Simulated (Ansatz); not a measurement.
ZrRu: 4 layers

Start from ZrRu in the CsCl type structure (space group Pm-3m, No. 221; a = 3.232 Å). Axes: x, y, z lie along the cube axes.

Perturbation: a free-standing slab of 4 layers (8 atoms, 2 a layer) is cut normal to [110], with 15 Å of vacuum and the in-plane cell held at bulk.

All numbers come from PBEsol, PAW, 420 eV (Ansatz, a first-principles code; no SOC). k-mesh 14×10×1 (Γ-centred); smearing 0.05 eV (Fermi–Dirac), for the changed cell.

```csv
quantity,base,changed,shift
band gap,zero,zero,–
excess energy per area of both faces (slab less bulk energy over the cell's area: twice a surface energy) (uncertain by up to 0.09 J/m²),–,4.7 J/m²,–
thickness between the outermost nuclei,–,6.90 Å,–
change of the spacing d23 from its bulk value of 2.285 Å,–,+1.6 %,–
```

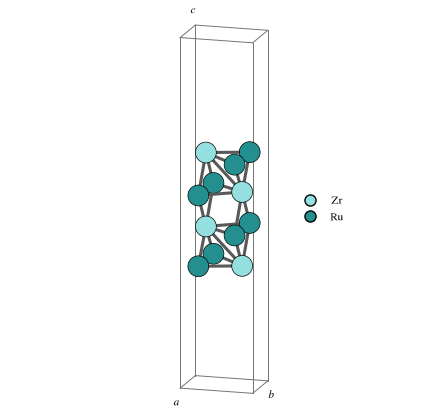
The relaxed cell after the change

Cost of the whole job for the changed cell (relaxation, final SCF and bands): very roughly 7 core-minutes.

The excess energy carries the mismatch between the slab's and the bulk's meshes. Whether these cells are dynamically stable was not tested. The final runs are not spin-polarised.
